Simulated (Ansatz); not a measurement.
**MgHF (built on the sites of a database entry of BaHI): following an unstable mode**

Which phase does MgHF (built on the sites of a database entry of BaHI) fall into along its unstable mode, and how much energy does it gain?

Method: DFT PBEsol, scalar-relativistic, plane waves, PAW, in Ansatz 0.2.0.

The structure was built from a prototype and need not be the compound's stable phase.

### 1. Set-up

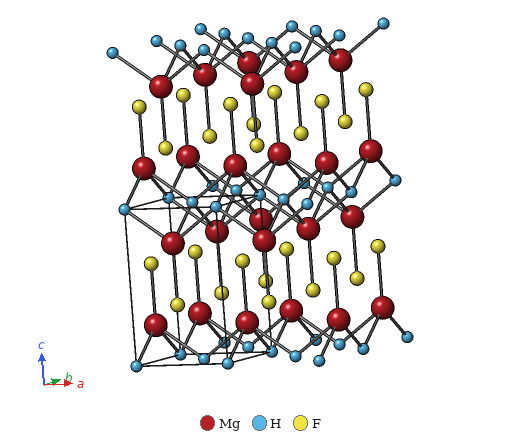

The starting structure, seen slightly off an axis (magnesium red, hydrogen blue, fluorine yellow). 2×2×2 cells are drawn. Some periodic images of atoms are drawn too.

### 2. Phonons on a q mesh

The cell comes from relaxations at this level that are not shown. Stability and thermal properties need the whole zone. Linear response on a 4×4×2 q mesh gives force constants as far as a supercell of that size would, and the tensors from the zone-centre run are typed in so that the long-range dipole term is interpolated apart.

Contents of input.yaml:

```yaml
crystal:
  lattice:
    - [3.2471482844, 0.0, 0.0]
    - [0.0, 3.2471482844, 0.0]
    - [0.0, 0.0, 5.0382183931]
  atoms:
    - { symbol: Mg, position: [0.0, 0.5, 0.2243332709] }
    - { symbol: Mg, position: [0.5, 0.0, 0.7756667291] }
    - { symbol: H, position: [0.0, 0.0, 0.0] }
    - { symbol: H, position: [0.5, 0.5, 0.0] }
    - { symbol: F, position: [0.0, 0.5, 0.6168861077] }
    - { symbol: F, position: [0.5, 0.0, 0.3831138923] }
kpoints:
  mp_grid: { grid: [8, 8, 6] }
hamiltonian:
  xc: pbesol
scf:
  occupations: { method: fixed }
output:
  eigenvalues: true
phonons:
  method: dfpt
  qmesh: [4, 4, 2]
  temperatures: { t_max: 1000, t_step: 50 }
  qpath:
    path:
      - [[0.0, 0.0, 0.0], [0.0, 0.5, 0.0], [0.5, 0.5, 0.0], [0.0, 0.0, 0.0], [0.0, 0.0, 0.5], [0.0, 0.5, 0.5], [0.5, 0.5, 0.5], [0.0, 0.0, 0.5]]
      - [[0.0, 0.5, 0.0], [0.0, 0.5, 0.5]]
      - [[0.5, 0.5, 0.0], [0.5, 0.5, 0.5]]
    npoints: 10
  non_analytic_term:
    high_frequency_dielectric_tensor: [[3.2524, 0.0, 0.0], [0.0, 3.2524, 0.0], [0.0, 0.0, 2.8698]]
    born_effective_charges:
      - { species: Mg, tensor: [[2.0826, 0.0, 0.0], [0.0, 2.0826, 0.0], [0.0, 0.0, 2.0599]] }
      - { species: Mg, tensor: [[2.0826, 0.0, 0.0], [0.0, 2.0826, 0.0], [0.0, 0.0, 2.0599]] }
      - { species: H, tensor: [[-0.8863, 0.0, 0.0], [0.0, -0.8863, 0.0], [0.0, 0.0, -0.6063]] }
      - { species: H, tensor: [[-0.8863, 0.0, 0.0], [0.0, -0.8863, 0.0], [0.0, 0.0, -0.6063]] }
      - { species: F, tensor: [[-1.1963, 0.0, 0.0], [0.0, -1.1963, 0.0], [0.0, 0.0, -1.4535]] }
      - { species: F, tensor: [[-1.1963, 0.0, 0.0], [0.0, -1.1963, 0.0], [0.0, 0.0, -1.4535]] }
    source: "zone-centre run at this cell"
```

Run with:

```
$ ansatz run input.yaml --threads 8 --pin off --max-ram 14336MiB --backend cpu --events-out ev --progress --plain --runs-dir out
```

Numbers of over 12 decimals in the logs are rounded to 6 here.

The log of the run:

```text
Warning: phonons: the dynamical matrix that this run interpolates holds no multipole term above the dipole-dipole one, and a site of this crystal is no centre of inversion, so its interpolated transverse optical and acoustic branches and sound speeds can stay off near Gamma, and the density of states and the thermodynamics with them. What a run solves at a wave vector of phonons.qpoints, Gamma apart, where the deck admits one, is free of this, and under fd what a larger phonons.supercell samples
Engine: ansatz 0.2.0, x86_64-unknown-linux-gnu
Pseudopotentials: kind: paw
Pseudopotential: Mg, paw, valence charge 10, recommended cutoff 420 eV (normal), Mg.paw.azcp
Pseudopotential: H, paw, valence charge 1, recommended cutoff 420 eV (normal), H.paw.azcp
Pseudopotential: F, paw, valence charge 7, recommended cutoff 420 eV (normal), F.paw.azcp
Functional definition: PBEsol
  exchange = pbesol_x
  correlation = pbesol_c
Crystal: 6 atoms, lattice volume = 53.123 Å³
Basis set: ecut = 420 eV, 1057 PW (Γ), exchange–correlation on 48×48×72 points (8 copies of the dense FFT grid, shifted against one another)
Bands: 24, of which v1, the nominal top of the filled ones, is band 18 counted from 1 (17 counted from 0)
Symmetry: 16 space group operations
k-points: 60 of 384
Non-local potential: Mg, projectors of the file, l = 0: 3, l = 1: 2, l = 2: 1
Non-local potential: H, projectors of the file, l = 0: 2, l = 1: 1
Non-local potential: F, projectors of the file, l = 0: 2, l = 1: 2, l = 2: 1
PAW form: soft (Blöchl's): semilocal exchange-correlation on the pseudo side does not see the compensation charge
PAW frozen core: Mg, regenerated for the run's functional, and the local potential with it (the file was generated under x = pbe(κ = 0.804, μ = 0.219515), c = pbe(β = 0.066725))
PAW frozen core: F, regenerated for the run's functional, and the local potential with it (the file was generated under x = pbe(κ = 0.804, μ = 0.219515), c = pbe(β = 0.066725))
PAW one-centre angular grid: Mg, 110 points (default); XC on 64 Gauss nodes
PAW one-centre angular grid: H, 110 points (default); XC on 64 Gauss nodes
PAW one-centre angular grid: F, 110 points (default); XC on 64 Gauss nodes
Initial density: superposition of atomic densities (neutral atoms: chi_scale 0, normalization atom), corrected by the library's trained network
Initial wavefunctions: pseudopotential atomic-orbital guess
Functional: x = pbesol(κ = 0.804, μ = 0.123457), c = pbesol(β = 0.046)
SCF iter   1: F=—  HF=-5460.705080 eV  |F-HF|=—  |Δ(HF+E_count)|=         —  Δρ=1.26e-2  dr2=4.57e-2  ethr=1.77e-3  ⟨swp⟩=4.9  Hψ=5745  notcnv=0  defer=234
preconditioner: auto → none  [insulator: Δε(μ)=0.999 eV  Ē_g=12.724 eV  n_scr=16 (ndim 8)  ℏωp=20.4 eV  f_vac=0.000  ε∞_Penn≈3.6]
SCF iter   2: F=—  HF=-5460.693440 eV  |F-HF|=—  |Δ(HF+E_count)|=   1.16e-2  Δρ=5.25e-3  dr2=9.18e-3  ethr=1.27e-4  ⟨swp⟩=2.0  Hψ=2645  notcnv=0  defer=236
SCF iter   3: F=—  HF=-5460.690559 eV  |F-HF|=—  |Δ(HF+E_count)|=   2.88e-3  Δρ=1.30e-3  dr2=3.96e-4  ethr=2.55e-5  ⟨swp⟩=2.1  Hψ=2061  notcnv=0  defer=239
SCF iter   4: F=—  HF=-5460.690502 eV  |F-HF|=—  |Δ(HF+E_count)|=   5.66e-5  Δρ=2.29e-4  dr2=9.03e-6  ethr=1.10e-6  ⟨swp⟩=2.0  Hψ=2427  notcnv=0  defer=239
SCF iter   5: F=—  HF=-5460.690508 eV  |F-HF|=—  |Δ(HF+E_count)|=   6.07e-6  Δρ=3.29e-5  dr2=3.34e-7  ethr=2.51e-8  ⟨swp⟩=3.0  Hψ=2338  notcnv=0  defer=97
SCF iter   6: F=—  HF=-5460.690509 eV  |F-HF|=—  |Δ(HF+E_count)|=   9.18e-7  Δρ=6.71e-6  dr2=9.06e-9  ethr=9.28e-10  ⟨swp⟩=2.0  Hψ=2421  notcnv=0  defer=94
SCF iter   7: F=—  HF=-5460.690509 eV  |F-HF|=—  |Δ(HF+E_count)|=   6.07e-9  Δρ=1.18e-6  dr2=2.93e-10  ethr=2.52e-11  ⟨swp⟩=2.0  Hψ=2425  notcnv=0  defer=94
SCF iter   8: F=-5460.690509 eV  HF=-5460.690509 eV  |F-HF|=2.73e-12  |Δ(HF+E_count)|=  1.01e-10  Δρ=1.00e-7  dr2=2.49e-12  ethr=1.00e-12  ⟨swp⟩=9.3  Hψ=9127  notcnv=0
SCF 1 converged in 8 iterations: F = -5460.690509 eV  dr2 = 2.49e-12
  greatest PAW one-centre occupation: 1.000 electrons in one spin orbital (limit 2), on the Mg atom at site 1 (counted from 0), in its partial waves of l = 0
NSCF: frozen V_eff on 60 k-points
NSCF: frozen V_eff on 100 k-points
DFPT response loops at q = (0, 0, 0) (fractional): preconditioner auto → Resta (q_TF=auto, 2.557 Å⁻¹)  ε∞=7.7 (no band partly filled); β = 1.00, the filter's whole step (`scf.mixing.beta` (0.50) is not read by the response loops at its default; to damp them type it under 1.00, their step now; it binds the ground state too); Broyden in place of MSR1
NSCF: frozen V_eff on 200 k-points
DFPT response loops at q = (0, 0, -0.5) (fractional): mixed as the last ones told, above
NSCF: frozen V_eff on 320 k-points
DFPT response loops at q = (0, 0.25, 0) (fractional): mixed as the last ones told, above
NSCF: frozen V_eff on 320 k-points
DFPT response loops at q = (0, 0.25, -0.5) (fractional): mixed as the last ones told, above
NSCF: frozen V_eff on 200 k-points
DFPT response loops at q = (0, -0.5, 0) (fractional): mixed as the last ones told, above
NSCF: frozen V_eff on 200 k-points
DFPT response loops at q = (0, -0.5, -0.5) (fractional): mixed as the last ones told, above
NSCF: frozen V_eff on 512 k-points
DFPT response loops at q = (0.25, 0.25, 0) (fractional): mixed as the last ones told, above
NSCF: frozen V_eff on 512 k-points
DFPT response loops at q = (0.25, 0.25, -0.5) (fractional): mixed as the last ones told, above
NSCF: frozen V_eff on 320 k-points
DFPT response loops at q = (0.25, -0.5, 0) (fractional): mixed as the last ones told, above
NSCF: frozen V_eff on 320 k-points
DFPT response loops at q = (0.25, -0.5, -0.5) (fractional): mixed as the last ones told, above
NSCF: frozen V_eff on 200 k-points
DFPT response loops at q = (-0.5, -0.5, 0) (fractional): mixed as the last ones told, above
NSCF: frozen V_eff on 200 k-points
DFPT response loops at q = (-0.5, -0.5, -0.5) (fractional): mixed as the last ones told, above
SCF converged after 8 iterations
Free energy (F): -5460.690509 eV
Harris-Foulkes:  -5460.690509 eV  (|F-HF|=2.73e-12)
Internal energy: -5460.690509 eV  (E = F + TS)
E sigma→0 (E₀):  -5460.690509 eV
Fermi energy:    7.287067 eV
--- Per-component energies (eV) ---
  E_band       = -733.399301
  E_kinetic    = 597.140710
  E_local      = -4052.029113  (includes V_loc(G=0)·N_el)
  E_nonlocal   = 341.663599
  E_hartree    = 1435.657563
  E_xc         = -235.256331
  E_vxc        = -304.231183  (∫ρ·V_xc dr)
  E_paw        = -951.139708  (= ΣΔE_a)
  E_vpaw       = -187.259966  (= ΣTr[D̂ρ^β])
  E_aug_tail   = 0.001572  (compensation charges beyond the density's cutoff)
  E_ewald      = -2596.931410
  E_core_change = 0.202610  (= ΣΔE_core)
  E_smearing   = -0.000000  (= −TS)
  E_closure    = 0.000000  (closes the sum)
  Σ components = -5460.690509   (vs F -5460.690509, Δ=0.00e0)
--- Band table (eV; the first three rows and the last of 60) ---
  k-point 0: bands = [... 14 lower, 1.8331, 2.5411, 2.5411, 7.1969, 11.0421, 11.6901, 15.0137, 15.0137, ... 2 higher]
  k-point 1: bands = [... 14 lower, 2.0443, 2.5348, 2.5348, 7.2189, 9.8814, 12.9569, 14.9703, 14.9703, ... 2 higher]
  k-point 2: bands = [... 14 lower, 2.5201, 2.5219, 2.5219, 7.2640, 8.7603, 14.4323, 14.8880, 14.8880, ... 2 higher]
  k-point 59: bands = [... 14 lower, 1.6439, 1.6439, 4.5439, 4.5439, 10.6511, 10.6511, 14.7646, 14.7646, ... 2 higher]
--- Phonons (Γ-DFPT): 6 representative perturbations + reference (Σ response iterations 22) ---
  ASR residual: 2.139e-4 → 0.000e0 eV/Å²; symmetrization residual: 9.049e-7 eV/Å²
  ASR residual per site (eV/Å²): 5.25e-5 5.25e-5 1.63e-5 1.63e-5 2.14e-4 2.14e-4
  Γ frequencies (cm⁻¹): -136.22 -136.22 0.00 0.00 0.00 109.40 109.40 290.56 290.56 382.36 396.39 432.35 865.30 913.07 913.07 1225.16 1348.00 1348.00
--- Phonons (arbitrary-q DFPT): 12 irreducible q on the 4×4×2 mesh ---
  q = [0.0000, 0.0000, 0.0000] (star 1, of the zone-centre solve; hermiticity 1.56e-7, symmetrization 1.87e-13): -136.22 -136.22 -0.00 -0.00 0.00 109.40 109.40 290.56 290.56 382.36 396.39 432.35 865.30 913.07 913.07 1225.16 1348.00 1348.00
  q = [0.0000, 0.0000, -0.5000] (star 1, 6 solved perturbations in 480 linear systems a pass and spin channel, the states on 100 of 384 k-point pairs; hermiticity 4.64e-8, symmetrization 2.47e-13): -132.32 -132.32 -78.56 -78.56 147.99 147.99 215.01 283.01 283.01 351.25 396.07 573.63 872.34 913.08 913.08 1325.83 1347.90 1347.90
  q = [0.0000, 0.2500, 0.0000] (star 4, 9 solved perturbations on 160 of 384 k-point pairs; hermiticity 1.54e-7, symmetrization 3.12e-14): -67.18 36.77 80.80 81.09 101.46 210.65 258.52 265.19 298.29 372.00 387.70 417.00 963.38 1024.99 1191.78 1198.64 1312.38 1323.91
  q = [0.0000, 0.2500, -0.5000] (star 4, 9 solved perturbations on 160 of 384 k-point pairs; hermiticity 1.24e-7, symmetrization 4.84e-14): -115.93 -61.41 17.23 139.17 152.34 164.48 197.27 259.48 298.21 364.74 394.82 466.48 966.57 1024.88 1133.25 1246.34 1312.31 1323.26
  q = [0.0000, -0.5000, 0.0000] (star 2, 9 solved perturbations on 100 of 384 k-point pairs; hermiticity 1.46e-7, symmetrization 5.25e-14): 82.65 82.65 95.54 95.54 189.09 189.09 266.94 266.94 340.67 340.67 401.40 401.40 1099.27 1099.27 1201.05 1201.05 1264.14 1264.14
  q = [0.0000, -0.5000, -0.5000] (star 2, 9 solved perturbations on 100 of 384 k-point pairs; hermiticity 1.82e-7, symmetrization 9.56e-14): -55.11 -55.11 88.74 88.74 187.25 187.25 215.97 215.97 352.14 352.14 426.13 426.13 1111.76 1111.76 1200.97 1200.97 1256.83 1256.83
  q = [0.2500, 0.2500, 0.0000] (star 4, 6 solved perturbations in 1200 linear systems a pass and spin channel, the states on 256 of 384 k-point pairs; hermiticity 1.82e-7, symmetrization 6.51e-14): -189.28 84.59 129.20 134.85 181.31 187.89 206.41 305.01 334.03 374.85 390.19 415.19 805.74 1011.99 1166.20 1167.16 1310.42 1381.96
  q = [0.2500, 0.2500, -0.5000] (star 4, 6 solved perturbations in 1200 linear systems a pass and spin channel, the states on 256 of 384 k-point pairs; hermiticity 1.68e-7, symmetrization 2.03e-13): -147.41 76.88 98.01 99.59 164.19 223.07 238.80 265.81 286.83 346.79 400.29 461.32 805.55 1013.62 1167.31 1196.67 1291.16 1380.83
  q = [0.2500, -0.5000, 0.0000] (star 4, 9 solved perturbations on 160 of 384 k-point pairs; hermiticity 1.65e-7, symmetrization 3.82e-14): -144.77 -144.77 163.85 163.85 185.16 185.16 257.01 257.01 364.35 364.35 402.55 402.55 933.24 933.24 1098.28 1098.28 1375.15 1375.15
  q = [0.2500, -0.5000, -0.5000] (star 4, 9 solved perturbations on 160 of 384 k-point pairs; hermiticity 2.03e-7, symmetrization 5.06e-14): -127.51 -127.51 130.36 130.36 207.74 207.74 258.85 258.85 334.09 334.09 420.51 420.51 932.50 932.50 1104.02 1104.02 1371.43 1371.43
  q = [-0.5000, -0.5000, 0.0000] (star 1, 6 solved perturbations in 480 linear systems a pass and spin channel, the states on 100 of 384 k-point pairs; hermiticity 1.45e-7, symmetrization 1.43e-13): -220.78 -220.78 211.90 211.90 219.79 219.79 224.00 224.00 394.80 394.80 400.19 400.19 653.92 653.92 1096.42 1096.42 1414.77 1414.77
  q = [-0.5000, -0.5000, -0.5000] (star 1, 6 solved perturbations in 480 linear systems a pass and spin channel, the states on 100 of 384 k-point pairs; hermiticity 1.42e-7, symmetrization 7.86e-13): -157.52 -157.52 124.78 124.78 216.79 216.79 322.92 322.92 323.29 323.29 409.37 409.37 652.70 652.70 1096.24 1096.24 1412.05 1412.05
  sum rule: each row above includes the acoustic sum rule's correction from the zone centre's row sums; it moved no ω² by more than (2.10 cm⁻¹)²
  mesh force constants: q→R imaginary residual 2.38e-18; ASR residual 2.139e-4 → 0.000e0 eV/Å²; symmetrization residual 8.882e-16 eV/Å²
  interpolated dispersion: 94 rows × 18 modes
  density of states and harmonic sums: on the 20×20×12 q-mesh, interpolated from the force constants of a 4×4×2 supercell (with the dipole–dipole term of supplied tensors)
  largest difference from the sums on the solved wave vectors: F 1.40e-2 eV, S 2.09e-5 and C_V 6.52e-6 eV/K
  zero-point energy: 0.589522 eV/cell   skipped modes (ω ≤ 0): 765, of them read as no rigid motion or as one in doubt: 762 (1.578e0 modes/cell left out, lowest -220.78 cm⁻¹)   left out of the sums: 8.77e-2 of the cell's modes: C_V's classical limit lies that fraction below 3 k_B per atom; for a crystal, a wire or a layer, F and S can be off by more, and a phonons.interpolated_qmesh denser along its periods is the remedy for the sampling
```

Wall time 59 s (8 threads of AMD EPYC 9R45, shared host); peak memory 1.1 GiB; 7 min of CPU time.

The column dr2 measures how far the density is from self-consistency, as an energy; F and HF (Harris–Foulkes) agree once it is small.

This step gave:

- gap on the k-mesh: 1.013 eV
- volume per atom: 8.854 Å³
- sum-rule residual before enforcement: 2.14e-4 eV/Å²
- lowest frequency on the path: -220.8 cm⁻¹
- point group: 4/mmm
- highest frequency on the path or at a solved wavevector: 1415 cm⁻¹
- highest optical mode at the zone centre (no LO-TO term): 1348 cm⁻¹
- lowest optical zone-centre mode: -136.2 cm⁻¹
- lowest mode on the q mesh (acoustic modes at Γ apart): -220.8 cm⁻¹

Frequencies (cm⁻¹) solved at each irreducible wavevector; negative means imaginary. Frequencies by wavevector, by row:

```csv
q in reciprocal lattice units,star,mode 1,mode 2,mode 3,mode 4,mode 16,mode 17,mode 18
0 0 0,1,-136.2,-136.2,0,0,1225,1348,1348
0 0 -0.5,1,-132.3,-132.3,-78.6,-78.6,1326,1348,1348
0 0.25 0,4,-67.2,36.8,80.8,81.1,1199,1312,1324
0 0.25 -0.5,4,-115.9,-61.4,17.2,139.2,1246,1312,1323
0 -0.5 0,2,82.7,82.7,95.5,95.5,1201,1264,1264
0 -0.5 -0.5,2,-55.1,-55.1,88.7,88.7,1201,1257,1257
0.25 0.25 0,4,-189.3,84.6,129.2,134.8,1167,1310,1382
0.25 0.25 -0.5,4,-147.4,76.9,98,99.6,1197,1291,1381
0.25 -0.5 0,4,-144.8,-144.8,163.8,163.8,1098,1375,1375
0.25 -0.5 -0.5,4,-127.5,-127.5,130.4,130.4,1104,1371,1371
-0.5 -0.5 0,1,-220.8,-220.8,211.9,211.9,1096,1415,1415
-0.5 -0.5 -0.5,1,-157.5,-157.5,124.8,124.8,1096,1412,1412
```

Interpolated from a 4×4×2 q mesh, with the LO-TO term (at Γ the limit along the path; where Γ stands inside the path, tables give the limit on arrival). Phonon branches along the path, in cm⁻¹:

| point | branch 1 | branch 2 | branch 3 | branch 4 | branch 15 | branch 16 | branch 17 | branch 18 |
| --- | --- | --- | --- | --- | --- | --- | --- | --- |
| Γ | -136 | 0 | 0 | 0 | 1166 | 1225 | 1348 | 1348 |
| X | 83 | 83 | 96 | 96 | 1201 | 1201 | 1264 | 1264 |
| M | -221 | -221 | 212 | 212 | 1096 | 1096 | 1415 | 1415 |
| Γ | -136 | 0 | 0 | 0 | 1166 | 1225 | 1348 | 1348 |
| Z | -132 | -132 | -79 | -79 | 913 | 1326 | 1348 | 1348 |
| R | -55 | -55 | 89 | 89 | 1201 | 1201 | 1257 | 1257 |
| A | -158 | -158 | 125 | 125 | 1096 | 1096 | 1412 | 1412 |
| Z | -132 | -132 | -79 | -79 | 913 | 1326 | 1348 | 1348 |
| jump to X | 83 | 83 | 96 | 96 | 1201 | 1201 | 1264 | 1264 |
| R | -55 | -55 | 89 | 89 | 1201 | 1201 | 1257 | 1257 |
| jump to M | -221 | -221 | 212 | 212 | 1096 | 1096 | 1415 | 1415 |
| A | -158 | -158 | 125 | 125 | 1096 | 1096 | 1412 | 1412 |

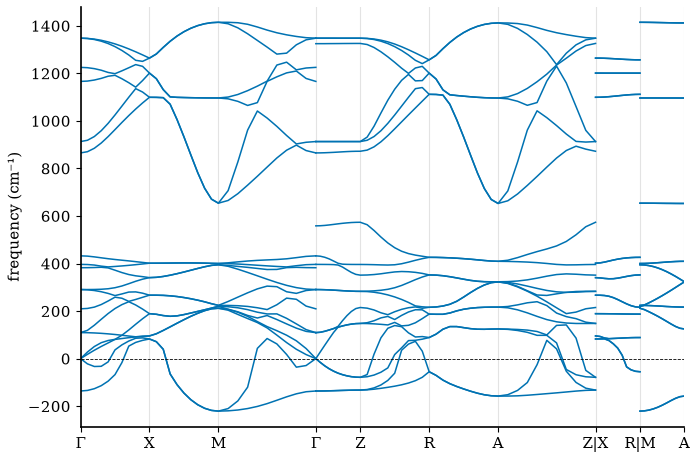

Phonon branches along the path.

Symmetry leaves 12 wavevectors to solve. The lowest mode among them, the acoustic zeros apart, lies at q = (-0.5, -0.5, 0) and is imaginary, 220.8i cm⁻¹, so the energy falls along it.

### 3. The mode frozen in, largest atomic shift 0 Å

The mode followed lies at q = (-0.5, -0.5, -0.5) with frequency 157.5i cm⁻¹ and is 2-fold degenerate, one of the unstable modes though not the softest. At small amplitude the distorted cell has space group no. 72 by a symmetry search on the positions. The undistorted cell that holds it gives the zero of energy on the same k mesh.

System of this step: MgHF (built on the sites of a database entry of BaHI). The structure is tetragonal, space group P4/nmm (No. 129). The conventional cell has a = 3.247 Å, b = 3.247 Å, c = 5.038 Å, α = 90.00°, β = 90.00°, γ = 90.00°. Nearest to Mg lie 5 F at 1.98 to 2.43 Å and 4 H at 1.98 Å. Nearest to H lie 4 Mg at 1.98 Å. F has 5 Mg at 1.98 to 2.43 Å nearest. Farther neighbours and most contacts between anions are not listed.

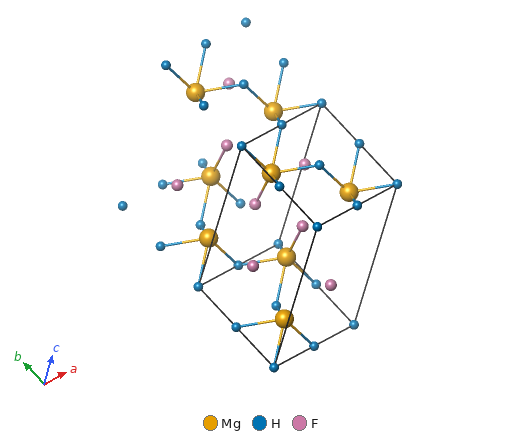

The cell of this step (magnesium orange, hydrogen blue, fluorine pink). Bonds to atoms that aren't drawn are left out. 1×2×1 cells are drawn. Some periodic images of atoms are drawn too.

Contents of input.yaml:

```yaml
crystal:
  lattice:
    - [-3.2471482844, -3.2471482844, 0.0]
    - [-3.2471482844, 3.2471482844, 0.0]
    - [-3.2471482844, 0.0, -5.0382183931]
  atoms:
    - { symbol: Mg, position: [0.3621666355, 0.8621666355, 0.7756667291] }
    - { symbol: Mg, position: [0.8621666355, 0.3621666355, 0.7756667291] }
    - { symbol: Mg, position: [0.6378333645, 0.6378333645, 0.2243332709] }
    - { symbol: Mg, position: [0.1378333645, 0.1378333645, 0.2243332709] }
    - { symbol: H, position: [0.0, 0.0, 1.0] }
    - { symbol: H, position: [0.5, 0.5, 1.0] }
    - { symbol: H, position: [0.0, 0.5, 1.0] }
    - { symbol: H, position: [0.5, 0.0, 1.0] }
    - { symbol: F, position: [0.0584430539, 0.5584430539, 0.3831138923] }
    - { symbol: F, position: [0.5584430539, 0.0584430539, 0.3831138923] }
    - { symbol: F, position: [0.4415569461, 0.4415569461, 0.6168861077] }
    - { symbol: F, position: [0.9415569461, 0.9415569461, 0.6168861077] }
kpoints:
  mp_grid: { grid: [6, 6, 6] }
hamiltonian:
  xc: pbesol
scf:
  occupations: { method: gaussian, width: 0.02 }
output:
  forces: true
  stress: true
  eigenvalues: true
```

The log of the run:

```text
[...]
Crystal: 12 atoms, lattice volume = 106.246 Å³
Basis set: ecut = 420 eV, 2073 PW (Γ), exchange–correlation on 64×64×90 points (8 copies of the dense FFT grid, shifted against one another)
Bands: 48, of which v1, the nominal top of the filled ones, is band 36 counted from 1 (35 counted from 0)
Symmetry: 32 space group operations
[...]
k-points: 30 of 216
[...]
k-point 0: bands = [... 32 lower, 2.5411, 4.5439, 4.5439, 7.1970, 10.6511, 10.6511, 11.0421, 11.6901, ... 5 higher]
  k-point 1: bands = [... 32 lower, 2.5347, 4.4698, 4.4698, 7.2190, 9.8814, 10.4491, 10.4491, 12.9569, ... 5 higher]
  k-point 2: bands = [... 32 lower, 2.5218, 4.2993, 4.2993, 7.2641, 8.7603, 10.0946, 10.0946, 14.4323, ... 5 higher]
  k-point 29: bands = [... 32 lower, 3.5866, 3.5866, 3.7516, 3.7516, 12.5091, 12.5091, 12.7326, 12.7326, ... 5 higher]
[key lines of the parts left out:]
SCF converged after 7 iterations
Free energy (F): -10921.380723 eV
Fermi energy:    7.793368 eV
P = ⅓ Tr σ = 0.0011 GPa (0.011 kbar)
```

Elapsed: 0.44 s, on 8 threads; peak memory 0.61 GiB; 2.7 s of CPU time.

This step gave:

| Item | Value |
| --- | --- |
| pressure | 0.001052 GPa |
| gap on the k-mesh | 1.012 eV |
| energy from the undistorted cell | 0 meV/atom |

At this level the gap is 1.01 eV on the k-mesh of the self-consistent run, which can miss the band edges.

(Continued in part 2 of 2.)

[Logs are printed without paths, hosts, clocks, repeated set-up lines and the standing remarks that a program may print on its own settings, such as how far it seeks lower states.]

[Hosts, paths, dates, database ids (printed as entryN), source tags and the programs' standing remarks are cut or masked in the printed files.]
